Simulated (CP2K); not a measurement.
**CH4OSn (SMILES [CH3][Sn][OH]): AM1**

Aim: the vertical ionisation energy of CH4OSn at AM1, from 2 runs. 

The results are computed with CP2K 2026.2.

2 further runs of the same task are left out: 2 set aside as unsound or not needed.

## Step 1: The structure to begin with

The species is CH4OSn (7 atoms), meant as a singlet with charge 0. SMILES: `[CH3][Sn][OH]`. Geometry: a GFN2-xTB relaxation, a rough one for these elements and not checked as a minimum. This is one conformer, not always the lowest.

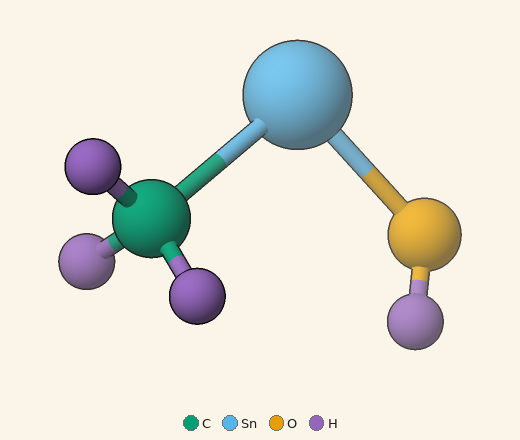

The structure, seen from a chosen angle (carbon teal, tin blue, oxygen amber, hydrogen purple).

## Step 2: Energy and gradient at AM1

molecule.xyz

```xyz
7

C     -0.847950     0.506590    -0.276650
Sn     1.269760     0.137730    -1.044520
O      1.889060    -1.035340     0.489090
H     -1.510670    -0.301560    -0.597880
H     -1.288660     1.438970    -0.632880
H     -0.873470     0.526870     0.814740
H      1.361930    -1.273260     1.248100
```

calc.inp

```
&FORCE_EVAL
    METHOD QS
    &DFT
        &QS
            METHOD AM1
            EPS_DEFAULT 1.0E-10
            &SE
                &COULOMB
                    CUTOFF [angstrom] 50
                    RC_RANGE [angstrom] 0
                &END COULOMB
                &EXCHANGE
                    CUTOFF [angstrom] 50
                    RC_RANGE [angstrom] 0
                &END EXCHANGE
            &END SE
        &END QS
        &POISSON
            PERIODIC NONE
            POISSON_SOLVER ANALYTIC
        &END POISSON
        &SCF
            SCF_GUESS ATOMIC
            EPS_SCF 1.0E-06
            MAX_SCF 150
            ADDED_MOS 8
            &DIAGONALIZATION
                ALGORITHM STANDARD
            &END DIAGONALIZATION
            &MIXING
                METHOD DIRECT_P_MIXING
                ALPHA 0.4
            &END MIXING
        &END SCF
        &PRINT
            &MOMENTS
                PERIODIC F
                REFERENCE COM
                MAX_MOMENT 1
            &END MOMENTS
            &MO ON
                ENERGIES T
                OCCUPATION_NUMBERS T
                NDIGITS 6
                &EACH
                    QS_SCF 0
                &END EACH
                ADD_LAST NUMERIC
            &END MO
            &HIRSHFELD OFF
            &END HIRSHFELD
        &END PRINT
    &END DFT
    &SUBSYS
        &CELL
            ABC 15.4 14.7 14.3
            PERIODIC NONE
        &END CELL
        &TOPOLOGY
            COORD_FILE_NAME molecule.xyz
            COORD_FILE_FORMAT XYZ
            &CENTER_COORDINATES
            &END CENTER_COORDINATES
        &END TOPOLOGY
    &END SUBSYS
    &PRINT
        &FORCES ON
        &END FORCES
    &END PRINT
&END FORCE_EVAL

&GLOBAL
    PROJECT calc
    RUN_TYPE ENERGY_FORCE
    PRINT_LEVEL MEDIUM
&END GLOBAL
```

On the command line:

```
$ OMP_NUM_THREADS=1 cp2k.psmp calc.inp > calc.out
```

Standard output:

```text
CP2K| version string:                                       CP2K version 2026.2
[...]
 GLOBAL| Method name                                                        CP2K
[...]
 GLOBAL| Run type                                                   ENERGY_FORCE
[...]
 *** WARNING in qs_environment.F:2210 :: More added MOs requested than     ***
 *** available. The full set of unoccupied MOs will be used. Use           ***
 *** 'ADDED_MOS -1' to always use all available MOs and to get rid of this ***
[...]
                             - Atoms:                                          7
[...]
                             - Spherical basis functions:                     16
[...]
 Number of electrons:                                                         18
[...]
     1 P_Mix/Diag. 0.40E+00    0.0     0.92457785       -17.4543752080 -1.75E+01
[...]
    16 DIIS/Diag.  0.11E-06    0.0     0.00000023       -21.5566887212 -5.11E-12
  *** SCF run converged in    16 steps ***
  Core-core repulsion energy [eV]:                            723.39101255072194
  Core Hamiltonian energy [eV]:                              -961.26560527675099
  Two-electron integral energy [eV]:                         -697.42547748669608
  Electronic energy [eV]:                                   -1309.97834402009903
  Total energy [eV]:                                         -586.58733146937709
  Atomic reference energy [eV]:                               585.35130326441811
  Heat of formation [kcal/mol]:                               -28.50348980035769
[...]
 SE_DIPOLE| Moment [Debye]          0.25704759      -1.03021964       1.54198389
 SE_DIPOLE| Derivative [a.u.]       0.00000000       0.00000000       0.00000000
 ENERGY| Total FORCE_EVAL ( QS ) energy [hartree]            -21.556688721218713
 FORCES| Atomic forces [hartree/bohr]
 FORCES|   Atom     x               y               z               |f|
 FORCES|      1  3.52233638E-02 -7.62524430E-03 -1.21513507E-02   3.80326837E-02
 FORCES|      2 -4.14642437E-02  1.24589176E-02  6.77933513E-03   4.38231391E-02
 FORCES|      3  1.87993362E-03 -1.12567480E-02  1.78004104E-02   2.11448135E-02
 FORCES|      4 -3.43798637E-03 -1.13062846E-02 -6.03986552E-03   1.32714655E-02
 FORCES|      5  4.95803250E-04  1.19403057E-02 -6.86197139E-03   1.37805433E-02
 FORCES|      6  4.75818425E-03 -2.70635368E-04  1.24674898E-02   1.33473542E-02
 FORCES|      7  2.54494517E-03  6.05968900E-03 -1.19940478E-02   1.36767598E-02
 FORCES| Sum    -3.88578059E-16  2.63677968E-16  1.66533454E-16
 FORCES| Total atomic force                                       4.98249305E-16
[...]
```

It took 0.44 s on 1 thread of Arm Neoverse N1, shared host; peak memory 0.13 GiB.

## Step 3: The doublet cation, same level

molecule.xyz is that of step 2.

qs.inp

```
&GLOBAL
 PROJECT_NAME qs
 RUN_TYPE ENERGY_FORCE
 PRINT_LEVEL MEDIUM
&END GLOBAL

&FORCE_EVAL
 METHOD Quickstep
 &DFT
  CHARGE 1
  MULTIPLICITY 2
  LSD T
  &QS
   METHOD AM1
   EPS_DEFAULT 1.0E-10
   &SE
    &COULOMB
     CUTOFF [angstrom] 50
     RC_RANGE [angstrom] 0
    &END COULOMB
    &EXCHANGE
     CUTOFF [angstrom] 50
     RC_RANGE [angstrom] 0
    &END EXCHANGE
   &END SE
  &END QS
  &POISSON
   PERIODIC NONE
   POISSON_SOLVER ANALYTIC
  &END POISSON
  &SCF
   SCF_GUESS ATOMIC
   EPS_SCF 1.0E-06
   MAX_SCF 40
   &OT
    MINIMIZER DIIS
    PRECONDITIONER FULL_SINGLE_INVERSE
   &END OT
   &OUTER_SCF
    EPS_SCF 1.0E-06
    MAX_SCF 8
   &END OUTER_SCF
  &END SCF
  &PRINT
   &MOMENTS
    PERIODIC F
    REFERENCE COM
    MAX_MOMENT 1
   &END MOMENTS
   &MO_CUBES
    NLUMO 5
    NHOMO -1
    WRITE_CUBE F
   &END MO_CUBES
   &HIRSHFELD OFF
   &END HIRSHFELD
  &END PRINT
 &END DFT
 &SUBSYS
  &CELL
   ABC 15.4 14.7 14.3
   PERIODIC NONE
  &END CELL
  &TOPOLOGY
   COORD_FILE_NAME molecule.xyz
   COORD_FILE_FORMAT XYZ
   &CENTER_COORDINATES
   &END CENTER_COORDINATES
  &END TOPOLOGY
 &END SUBSYS
 &PRINT
  &FORCES ON
  &END FORCES
 &END PRINT
&END FORCE_EVAL
```

On the command line:

```
$ OMP_NUM_THREADS=1 cp2k.psmp qs.inp > qs.out
```

Standard output:

```text
CP2K| version string:                                       CP2K version 2026.2
[...]
 GLOBAL| Method name                                                        CP2K
[...]
 GLOBAL| Run type                                                   ENERGY_FORCE
[...]
                             - Atoms:                                          7
[...]
                             - Spherical basis functions:                     16
[...]
 Number of electrons:                                                          9
[...]
     1 OT DIIS     0.80E-01    0.0     0.18313587       -17.8810021454 -1.79E+01
[...]
     9 OT DIIS     0.80E-01    0.0     0.00000069       -21.2416897882 -2.36E-10
  *** SCF run converged in     9 steps ***
  Core-core repulsion energy [eV]:                            723.39101255072194
  Core Hamiltonian energy [eV]:                              -932.35711014415995
  Two-electron integral energy [eV]:                         -738.09935398793766
  Electronic energy [eV]:                                   -1301.40678713812872
  Total energy [eV]:                                         -578.01577458740678
  Atomic reference energy [eV]:                               585.35130326441811
  Heat of formation [kcal/mol]:                               169.16132333110710
[...]
 SE_DIPOLE| Moment [Debye]          3.01684700      -1.78850025       1.02931406
 SE_DIPOLE| Derivative [a.u.]       0.00000000       0.00000000       0.00000000
 *** WARNING in qs_scf_post_se.F:140 :: Printing of MO cube files not ***
 *** implemented for Semi-Empirical method.                           ***
 ENERGY| Total FORCE_EVAL ( QS ) energy [hartree]            -21.241689788217975
 FORCES| Atomic forces [hartree/bohr]
 FORCES|   Atom     x               y               z               |f|
 FORCES|      1 -2.53644570E-02  4.83020527E-03  4.26087623E-03   2.61694789E-02
 FORCES|      2 -1.04420870E-02 -6.51998593E-03  1.78352533E-02   2.16712634E-02
 FORCES|      3 -3.92301029E-03  3.92070309E-03 -3.65227393E-03   6.64086044E-03
 FORCES|      4  5.38748506E-03 -1.99297726E-02 -1.47137780E-02   2.53518460E-02
 FORCES|      5  8.91711047E-03  1.76364752E-02 -1.42014932E-02   2.43360335E-02
 FORCES|      6  2.09890760E-02 -1.74253117E-03  1.66174295E-02   2.68275360E-02
 FORCES|      7  4.43588273E-03  1.80490617E-03 -6.14601375E-03   7.79154843E-03
 FORCES| Sum     3.60822483E-16  3.60822483E-16 -5.55111512E-17
 FORCES| Total atomic force                                       5.13290577E-16
[...]
```

Wall time 2.2 s (1 thread of Arm Neoverse N1, shared host); peak memory 0.14 GiB.

## Step 4: What came out

At AM1:

```
                                                 quantity           value
                             singlet CH4OSn: total energy    -21.55669 Eh
                            singlet CH4OSn: dipole moment          1.87 D
                              singlet CH4OSn: HOMO energy        -9.00 eV
                              singlet CH4OSn: LUMO energy        -0.28 eV
                            singlet CH4OSn: HOMO–LUMO gap         8.72 eV
singlet CH4OSn: heat of formation at this unrelaxed shape  -28.5 kcal/mol
                 singlet CH4OSn: largest force on an atom      2.253 eV/Å
                             doublet cation: total energy    -21.24169 Eh
doublet cation: heat of formation at this unrelaxed shape  169.2 kcal/mol
                 doublet cation: largest force on an atom      1.380 eV/Å
       vertical ionisation energy (to the doublet cation)        8.572 eV
```

In words: The vertical ionisation energy comes to 8.57 eV (827 kJ/mol). The largest force (singlet CH4OSn) is 2.25 eV/Å: the shape isn't a stationary point for this species at this level.
